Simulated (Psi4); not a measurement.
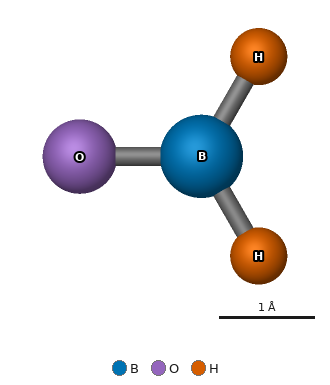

The input geometry (ball-and-stick view, seen on its broad side).

# Molecular dynamics, with input and output: BH2O

The run: molecular dynamics of BH2O, multiplicity 2, SMILES B[O]. Method and program: SVWN-RPA/6-31+G*, UKS (Psi4 1.11).

The geometry comes from this level: PBE0-D4/def2-TZVP.

**Input file (bh2o_ase.py)**
```python
import numpy as np
from ase.calculators.psi4 import Psi4
from ase import Atoms
from ase import units
from ase.md.velocitydistribution import MaxwellBoltzmannDistribution, Stationary
from ase.md.verlet import VelocityVerlet

a = Atoms(['B', 'O', 'H', 'H'], positions=[
    [-0.001100, -0.010300, -0.015100],
    [1.025300, -0.340800, 0.676900],
    [-1.052600, -0.587700, 0.151600],
    [0.083900, 0.878500, -0.833600],
])
calc = Psi4(atoms=a, method='svwn', basis='6-31+G*', memory='1600MB', num_threads=1, charge=0, multiplicity=2, label='calc', reference='uks')
a.calc = calc

MaxwellBoltzmannDistribution(a, temperature_K=1000.0, rng=np.random.default_rng(428))
Stationary(a)
dyn = VelocityVerlet(a, 0.25 * units.fs)
def show():
    ep, ek = a.get_potential_energy(), a.get_kinetic_energy()
    print(f'step {dyn.nsteps:3d}  Epot {ep:14.6f}  Ekin {ek:9.6f}  Etot {ep + ek:14.6f} eV  T {a.get_temperature():7.1f} K')
dyn.attach(show)
dyn.run(15)
```

Run on 1 thread of Intel Xeon (Sapphire Rapids), 128 GiB of memory available, shared host.

Command:
```bash
python bh2o_ase.py
```

**Log**
```
gradient() will perform analytic gradient computation.

   => Loading Basis Set <=

    Name: 6-31+G*
    Role: ORBITAL
    Keyword: BASIS

         ---------------------------------------------------------
                                   SCF
                              UKS Reference
                        1 Threads,   1525 MiB Core
         ---------------------------------------------------------

  ==> Geometry <==

    Molecular point group: c1
    Full point group: C1

    Geometry (in Angstrom), charge = 0, multiplicity = 2:

       Center              X                  Y                   Z               Mass
    ------------   -----------------  -----------------  -----------------  -----------------
         B           -0.535407845135     0.167414068076    -0.391939549246    11.009305360000
         O            0.490212138023    -0.167942891138     0.347485692421    15.994914619570
         H           -1.578851032531    -0.530050621707    -0.124424227852     1.007825032230
         H           -0.352469158655     1.366624015643    -1.108946408657     1.007825032230

  Running in c1 symmetry.

  Rotational constants: A =      5.47310  B =      1.17200  C =      0.96795 [cm^-1]
  Rotational constants: A = 164079.40528  B =  35135.78610  C =  29018.28351 [MHz]
  Nuclear repulsion =   24.161236937690493

  Charge       = 0
  Multiplicity = 2
  Electrons    = 15
  Nalpha       = 8
  Nbeta        = 7

  ==> Algorithm <==

  SCF Algorithm Type is DF.
  DIIS enabled.
  MOM disabled.
  Fractional occupation disabled.
  Guess Type is SAD.
  Energy threshold   = 1.00e-08
  Density threshold  = 1.00e-08
  Integral threshold = 1.00e-12

  ==> Primary Basis <==

  Basis Set: 6-31+G*
    Blend: 6-31+G*
    Number of shells: 20
    Number of basis functions: 42
    Number of Cartesian functions: 42
    Spherical Harmonics?: false
    Max angular momentum: 2

  ==> DFT Potential <==

   => LibXC <=

    Version 7.1.2

   => Composite Functional: SVWN <=

    Slater exchange
    Vosko, Wilk & Nusair (VWN5_RPA)

    Deriv               =              1
    GGA                 =          FALSE
    Meta                =          FALSE

    Exchange Hybrid     =          FALSE
    MP2 Hybrid          =          FALSE

   => Exchange Functionals <=

    1.0000         XC_LDA_X

   => Correlation Functionals <=

    1.0000   XC_LDA_C_VWN_RPA

   => LibXC Density Thresholds  <==

    XC_LDA_C_VWN_RPA:  1.00E-15
    XC_LDA_X:  1.00E-15

   => Molecular Quadrature <=

    Radial Scheme          =       TREUTLER
    Pruning Scheme         =           NONE
    Nuclear Scheme         =       TREUTLER

    Blocking Scheme        =         OCTREE
    BS radius alpha        =              1
    Pruning alpha          =              1
    Radial Points          =             75
    Spherical Points       =            302
    Total Points           =          88620
    Total Blocks           =            703
    Max Points             =            256
    Max Functions          =             42
    Weights Tolerance      =       1.00E-15

   => Loading Basis Set <=

    Name: (6-31+G* AUX)
    Role: JKFIT
    Keyword: DF_BASIS_SCF

  ==> Integral Setup <==

  DFHelper Memory: AOs need 0.004 GiB; user supplied 1.092 GiB.
  SCF_SUBTYPE=INCORE selected. In-core MEM_DF algorithm will be used.
  Using in-core AOs.

  ==> MemDFJK: Density-Fitted J/K Matrices <==

    J tasked:                   Yes
    K tasked:                    No
    wK tasked:                   No
    Memory [MiB]:              1117
    Algorithm:                 Core
    Schwarz Cutoff:           1E-12
    Mask sparsity (%):       0.0000
    Fitting Condition:        1E-10

   => Auxiliary Basis Set <=

  Basis Set: (6-31+G* AUX)
    Blend: HEAVY-AUG-CC-PVDZ-JKFIT
    Number of shells: 74
    Number of basis functions: 252
    Number of Cartesian functions: 252
    Spherical Harmonics?: false
    Max angular momentum: 3

  Cached 100.0% of DFT collocation blocks in 0.026 [GiB].

  Minimum eigenvalue in the overlap matrix is 4.5536581552E-03.
  Reciprocal condition number of the overlap matrix is 6.8197029880E-04.
    Using symmetric orthogonalization.

  ==> Pre-Iterations <==

  SCF Guess: Superposition of Atomic Densities via on-the-fly atomic UHF (no occupation information).

   -------------------------
    Irrep   Nso     Nmo
   -------------------------
     A         42      42
   -------------------------
    Total      42      42
   -------------------------

  ==> Iterations <==

                           Total Energy        Delta E     RMS |[F,P]|

   @DF-UKS iter SAD:  -100.08745497683805   -1.00087e+02   0.00000e+00
   @DF-UKS iter   1:  -100.42668239439189   -3.39227e-01   1.71597e-02 DIIS/ADIIS
   @DF-UKS iter   2:   -98.20022406074271    2.22646e+00   4.83992e-02 DIIS/ADIIS
   @DF-UKS iter   3:  -100.62856843167056   -2.42834e+00   7.61196e-03 DIIS/ADIIS
   @DF-UKS iter   4:  -100.67116881370585   -4.26004e-02   2.82337e-03 DIIS/ADIIS
   @DF-UKS iter   5:  -100.67770607945836   -6.53727e-03   7.43717e-04 DIIS/ADIIS
   @DF-UKS iter   6:  -100.67819333787372   -4.87258e-04   2.09622e-04 DIIS/ADIIS
   @DF-UKS iter   7:  -100.67825006661376   -5.67287e-05   2.78014e-05 DIIS
   @DF-UKS iter   8:  -100.67825145927804   -1.39266e-06   1.08683e-05 DIIS
   @DF-UKS iter   9:  -100.67825165304923   -1.93771e-07   4.57166e-06 DIIS
   @DF-UKS iter  10:  -100.67825167671000   -2.36608e-08   4.98253e-07 DIIS
   @DF-UKS iter  11:  -100.67825167700515   -2.95145e-10   7.49393e-08 DIIS
   @DF-UKS iter  12:  -100.67825167701213   -6.97753e-12   1.75395e-08 DIIS
   @DF-UKS iter  13:  -100.67825167701244   -3.12639e-13   2.61671e-09 DIIS
  Energy and wave function converged.

  ==> Post-Iterations <==

   Electrons on quadrature grid:
      Nalpha   =    7.9999998262 ; deviation = -1.738e-07
      Nbeta    =    6.9999999173 ; deviation = -8.268e-08
      Ntotal   =   14.9999997436 ; deviation = -2.564e-07

   @Spin Contamination Metric:   4.052077672E-03
   @S^2 Expected:                7.500000000E-01
   @S^2 Observed:                7.540520777E-01
   @S   Expected:                5.000000000E-01
   @S   Observed:                5.000000000E-01

    Orbital Energies [Eh]
    ---------------------

    Alpha Occupied:

       1A    -18.709418     2A     -6.509181     3A     -0.936882
       4A     -0.469494     5A     -0.424060     6A     -0.382437
       7A     -0.358355     8A     -0.293723

    Alpha Virtual:

       9A     -0.088711    10A     -0.013144    11A      0.007782
      12A      0.016740    13A      0.036452    14A      0.043794
      15A      0.152103    16A      0.162738    17A      0.183899
      18A      0.186132    19A      0.189644    20A      0.264852
      21A      0.441586    22A      0.505387    23A      0.516967
      24A      0.753496    25A      0.808926    26A      0.857246
      27A      1.055284    28A      1.062623    29A      1.071199
      30A      1.128033    31A      1.209143    32A      1.302400
      33A      1.344762    34A      1.426694    35A      1.718954
      36A      1.753322    37A      1.844004    38A      2.184599
      39A      2.203414    40A      2.785606    41A      3.344117
      42A      3.818707

    Beta Occupied:

       1A    -18.692408     2A     -6.509968     3A     -0.906517
       4A     -0.452716     5A     -0.392354     6A     -0.363565
       7A     -0.341655

    Beta Virtual:

       8A     -0.246959     9A     -0.084105    10A     -0.008275
      11A      0.009856    12A      0.019878    13A      0.042300
      14A      0.048277    15A      0.157095    16A      0.175773
      17A      0.186491    18A      0.191598    19A      0.194834
      20A      0.268938    21A      0.440961    22A      0.509739
      23A      0.520777    24A      0.777052    25A      0.832365
      26A      0.863071    27A      1.067822    28A      1.073635
      29A      1.101146    30A      1.139294    31A      1.212212
      32A      1.317068    33A      1.362102    34A      1.439773
      35A      1.750483    36A      1.775394    37A      1.860113
      38A      2.211546    39A      2.211624    40A      2.800260
      41A      3.345724    42A      3.844411

    Final Occupation by Irrep:
              A
    DOCC [     7 ]
    SOCC [     1 ]
    NA   [     8 ]
    NB   [     7 ]

  @DF-UKS Final Energy:  -100.67825167701244

   => Energetics <=

    Nuclear Repulsion Energy =             24.1612369376904930
    One-Electron Energy =                -185.2313151087091398
    Two-Electron Energy =                  73.0139072705412104
    DFT Exchange-Correlation Energy =     -12.6220807765349967
    Empirical Dispersion Energy =           0.0000000000000000
    VV10 Nonlocal Energy =                  0.0000000000000000
    Total Energy =                       -100.6782516770124403

  UHF NO Occupations:
  HONO-2 :    6  A 1.9993419
  HONO-1 :    7  A 1.9991787
  HONO-0 :    8  A 1.0000000
  LUNO+0 :    9  A 0.0008213
  LUNO+1 :   10  A 0.0006581
  LUNO+2 :   11  A 0.0003358
  LUNO+3 :   12  A 0.0001144

Computation Completed

Properties will be evaluated at   0.000000,   0.000000,   0.000000 [a0]

Properties computed using the SCF density matrix

 Multipole Moments:

 ------------------------------------------------------------------------------------
     Multipole            Electronic (a.u.)      Nuclear  (a.u.)        Total (a.u.)
 ------------------------------------------------------------------------------------

 L = 1.  Multiply by 2.5417464519 to convert [e a0] to [Debye]
 Dipole X            :          0.7156575           -1.2976037           -0.5819462
 Dipole Y            :         -0.4328638            0.6237997            0.1909360
 Dipole Z            :          0.3582615           -0.7808024           -0.4225409
 Magnitude           :                                                    0.7440825

 ------------------------------------------------------------------------------------

	total time  =          2 seconds =       0.03 minutes

         ------------------------------------------------------------
                                   SCF GRAD
         ------------------------------------------------------------

  ==> Geometry <==

    Molecular point group: c1
    Full point group: C1

    Geometry (in Angstrom), charge = 0, multiplicity = 2:

       Center              X                  Y                   Z               Mass
    ------------   -----------------  -----------------  -----------------  -----------------
         B           -0.535407845135     0.167414068076    -0.391939549246    11.009305360000
         O            0.490212138023    -0.167942891138     0.347485692421    15.994914619570
         H           -1.578851032531    -0.530050621707    -0.124424227852     1.007825032230
         H           -0.352469158655     1.366624015643    -1.108946408657     1.007825032230

  Nuclear repulsion =   24.161236937690493

  ==> Basis Set <==

  Basis Set: 6-31+G*
    Blend: 6-31+G*
    Number of shells: 20
    Number of basis functions: 42
    Number of Cartesian functions: 42
    Spherical Harmonics?: false
    Max angular momentum: 2

  ==> DFJKGrad: Density-Fitted SCF Gradients <==

    Gradient:                    1
    J tasked:                  Yes
    K tasked:                   No
    wK tasked:                  No
    Integrals threads:           1
    Memory [MiB]:             1144
    Schwarz Cutoff:          1E-12
    Fitting Condition:       1E-10

   => Auxiliary Basis Set <=

  Basis Set: (6-31+G* AUX)
    Blend: HEAVY-AUG-CC-PVDZ-JKFIT
    Number of shells: 74
    Number of basis functions: 252
    Number of Cartesian functions: 252
    Spherical Harmonics?: false
    Max angular momentum: 3

  ==> DFT Potential <==

   => LibXC <=

    Version 7.1.2

   => Composite Functional: SVWN <=

    Slater exchange
    Vosko, Wilk & Nusair (VWN5_RPA)

    Deriv               =              1
    GGA                 =          FALSE
    Meta                =          FALSE

    Exchange Hybrid     =          FALSE
    MP2 Hybrid          =          FALSE

   => Exchange Functionals <=

    1.0000         XC_LDA_X

   => Correlation Functionals <=

    1.0000   XC_LDA_C_VWN_RPA

   => LibXC Density Thresholds  <==

    XC_LDA_C_VWN_RPA:  1.00E-15
    XC_LDA_X:  1.00E-15

   => Molecular Quadrature <=

    Radial Scheme          =       TREUTLER
    Pruning Scheme         =           NONE
    Nuclear Scheme         =       TREUTLER

    Blocking Scheme        =         OCTREE
    BS radius alpha        =              1
    Pruning alpha          =              1
    Radial Points          =             75
    Spherical Points       =            302
    Total Points           =          88620
    Total Blocks           =            703
    Max Points             =            256
    Max Functions          =             42
    Weights Tolerance      =       1.00E-15

  -Total Gradient:
     Atom            X                  Y                   Z
    ------   -----------------  -----------------  -----------------
       1       -0.030471342220    -0.014483954716    -0.023572315033
       2        0.030446909821    -0.011060541201     0.028193472258
       3       -0.011607410308    -0.015067479429     0.013862069170
       4        0.011625756160     0.040591826074    -0.018490856799

	total time  =          1 seconds =       0.02 minutes
```

**Standard output**
```
step   0  Epot   -2740.017477  Ekin  0.722598  Etot   -2739.294879 eV  T  1397.6 K
step   1  Epot   -2740.016778  Ekin  0.721888  Etot   -2739.294890 eV  T  1396.2 K
step   2  Epot   -2740.009386  Ekin  0.714507  Etot   -2739.294879 eV  T  1381.9 K
step   3  Epot   -2739.995462  Ekin  0.700613  Etot   -2739.294849 eV  T  1355.0 K
step   4  Epot   -2739.975451  Ekin  0.680646  Etot   -2739.294805 eV  T  1316.4 K
step   5  Epot   -2739.950019  Ekin  0.655268  Etot   -2739.294751 eV  T  1267.3 K
step   6  Epot   -2739.919986  Ekin  0.625296  Etot   -2739.294690 eV  T  1209.4 K
step   7  Epot   -2739.886271  Ekin  0.591645  Etot   -2739.294626 eV  T  1144.3 K
step   8  Epot   -2739.849839  Ekin  0.555277  Etot   -2739.294563 eV  T  1074.0 K
step   9  Epot   -2739.811661  Ekin  0.517160  Etot   -2739.294501 eV  T  1000.2 K
step  10  Epot   -2739.772684  Ekin  0.478240  Etot   -2739.294444 eV  T   925.0 K
step  11  Epot   -2739.733804  Ekin  0.439413  Etot   -2739.294391 eV  T   849.9 K
step  12  Epot   -2739.695856  Ekin  0.401512  Etot   -2739.294344 eV  T   776.6 K
step  13  Epot   -2739.659598  Ekin  0.365295  Etot   -2739.294303 eV  T   706.5 K
step  14  Epot   -2739.625706  Ekin  0.331438  Etot   -2739.294268 eV  T   641.0 K
step  15  Epot   -2739.594771  Ekin  0.300533  Etot   -2739.294238 eV  T   581.3 K
```

**Trajectory as extended XYZ (Å, eV, eV/Å), 16 frames, from step=0 to step=15**
```
4
Properties=species:S:1:pos:R:3:forces:R:3 step=0 energy=-2740.01750
B    -0.0011   -0.0103   -0.0151    1.0961  -0.3512   0.7373
O     1.0253   -0.3408    0.6769   -0.5933   0.1910  -0.4000
H    -1.0526   -0.5877    0.1516   -0.4031  -0.1155  -0.0372
H     0.0839    0.8785   -0.8336   -0.0988   0.2754  -0.2995
4
Properties=species:S:1:pos:R:3:forces:R:3 step=1 energy=-2740.01680
B    -0.0018   -0.0107   -0.0176    1.1523  -0.1980   0.6817
O     1.0253   -0.3415    0.6781   -0.6949   0.2252  -0.4958
H    -1.0525   -0.5970    0.1574   -0.3143  -0.0486  -0.0908
H     0.0915    0.9025   -0.8310   -0.1422   0.0211  -0.0945
4
Properties=species:S:1:pos:R:3:forces:R:3 step=2 energy=-2740.00941
B    -0.0025   -0.0110   -0.0200    1.2035  -0.0543   0.6429
O     1.0253   -0.3422    0.6792   -0.7924   0.2590  -0.5895
H    -1.0525   -0.6063    0.1632   -0.2240   0.0210  -0.1447
H     0.0991    0.9266   -0.8284   -0.1863  -0.2258   0.0918
4
Properties=species:S:1:pos:R:3:forces:R:3 step=3 energy=-2739.99548
B    -0.0031   -0.0114   -0.0224    1.2503   0.0771   0.6216
O     1.0253   -0.3428    0.6804   -0.8856   0.2922  -0.6805
H    -1.0527   -0.6157    0.1689   -0.1337   0.0922  -0.1986
H     0.1065    0.9505   -0.8258   -0.2301  -0.4616   0.2580
4
Properties=species:S:1:pos:R:3:forces:R:3 step=4 energy=-2739.97547
B    -0.0036   -0.0118   -0.0248    1.2929   0.1948   0.6177
O     1.0252   -0.3435    0.6815   -0.9743   0.3246  -0.7687
H    -1.0530   -0.6249    0.1744   -0.0449   0.1638  -0.2519
H     0.1138    0.9741   -0.8230   -0.2730  -0.6833   0.4034
4
Properties=species:S:1:pos:R:3:forces:R:3 step=5 energy=-2739.95004
B    -0.0041   -0.0121   -0.0272    1.3319   0.2981   0.6300
O     1.0251   -0.3441    0.6826   -1.0582   0.3561  -0.8537
H    -1.0533   -0.6341    0.1798    0.0413   0.2351  -0.3043
H     0.1210    0.9974   -0.8200   -0.3143  -0.8891   0.5284
4
Properties=species:S:1:pos:R:3:forces:R:3 step=6 energy=-2739.92001
B    -0.0045   -0.0125   -0.0295    1.3676   0.3871   0.6569
O     1.0249   -0.3447    0.6836   -1.1369   0.3862  -0.9350
H    -1.0535   -0.6431    0.1851    0.1238   0.3049  -0.3554
H     0.1279    1.0201   -0.8167   -0.3537  -1.0781   0.6339
4
Properties=species:S:1:pos:R:3:forces:R:3 step=7 energy=-2739.88629
B    -0.0048   -0.0128   -0.0317    1.4002   0.4626   0.6964
O     1.0247   -0.3453    0.6846   -1.2103   0.4150  -1.0123
H    -1.0537   -0.6519    0.1901    0.2016   0.3727  -0.4048
H     0.1347    1.0421   -0.8130   -0.3908  -1.2500   0.7212
4
Properties=species:S:1:pos:R:3:forces:R:3 step=8 energy=-2739.84986
B    -0.0050   -0.0131   -0.0340    1.4300   0.5257   0.7462
O     1.0245   -0.3459    0.6856   -1.2778   0.4420  -1.0854
H    -1.0538   -0.6606    0.1948    0.2740   0.4376  -0.4523
H     0.1412    1.0634   -0.8088   -0.4254  -1.4051   0.7919
4
Properties=species:S:1:pos:R:3:forces:R:3 step=9 energy=-2739.81168
B    -0.0052   -0.0134   -0.0362    1.4571   0.5779   0.8041
O     1.0242   -0.3465    0.6865   -1.3394   0.4672  -1.1537
H    -1.0537   -0.6689    0.1993    0.3404   0.4992  -0.4976
H     0.1474    1.0839   -0.8042   -0.4574  -1.5438   0.8476
4
Properties=species:S:1:pos:R:3:forces:R:3 step=10 energy=-2739.77271
B    -0.0052   -0.0136   -0.0383    1.4817   0.6206   0.8680
O     1.0238   -0.3471    0.6874   -1.3946   0.4903  -1.2171
H    -1.0534   -0.6770    0.2035    0.4004   0.5568  -0.5404
H     0.1534    1.1034   -0.7991   -0.4869  -1.6672   0.8899
4
Properties=species:S:1:pos:R:3:forces:R:3 step=11 energy=-2739.73383
B    -0.0052   -0.0138   -0.0404    1.5037   0.6554   0.9358
O     1.0234   -0.3476    0.6883   -1.4431   0.5112  -1.2752
H    -1.0529   -0.6847    0.2074    0.4537   0.6101  -0.5806
H     0.1591    1.1220   -0.7935   -0.5137  -1.7760   0.9204
4
Properties=species:S:1:pos:R:3:forces:R:3 step=12 energy=-2739.69588
B    -0.0051   -0.0140   -0.0425    1.5234   0.6838   1.0057
O     1.0230   -0.3481    0.6891   -1.4848   0.5296  -1.3277
H    -1.0521   -0.6921    0.2110    0.5001   0.6588  -0.6180
H     0.1644    1.1394   -0.7873   -0.5382  -1.8715   0.9405
4
Properties=species:S:1:pos:R:3:forces:R:3 step=13 energy=-2739.65962
B    -0.0050   -0.0141   -0.0445    1.5405   0.7074   1.0759
O     1.0225   -0.3486    0.6898   -1.5192   0.5454  -1.3745
H    -1.0510   -0.6990    0.2141    0.5394   0.7026  -0.6526
H     0.1695    1.1558   -0.7805   -0.5603  -1.9546   0.9516
4
Properties=species:S:1:pos:R:3:forces:R:3 step=14 energy=-2739.62573
B    -0.0047   -0.0142   -0.0464    1.5550   0.7273   1.1452
O     1.0219   -0.3491    0.6905   -1.5462   0.5585  -1.4153
H    -1.0496   -0.7056    0.2169    0.5717   0.7413  -0.6842
H     0.1742    1.1710   -0.7732   -0.5801  -2.0262   0.9547
4
Properties=species:S:1:pos:R:3:forces:R:3 step=15 energy=-2739.59479
B    -0.0044   -0.0142   -0.0483    1.5669   0.7448   1.2121
O     1.0213   -0.3496    0.6912   -1.5656   0.5688  -1.4498
H    -1.0478   -0.7117    0.2193    0.5969   0.7748  -0.7128
H     0.1786    1.1850   -0.7653   -0.5978  -2.0873   0.9508
```

**Summary**

- outcome: finished
- trajectory: 16 frames kept
- potential energy (last step): −100.678252 hartree
- basis functions (last step): 42
- ⟨S²⟩ (last step): 0.754
- dipole moment (last step): 1.89 D
- wall time: 30 s
- peak memory: 0.4 GiB
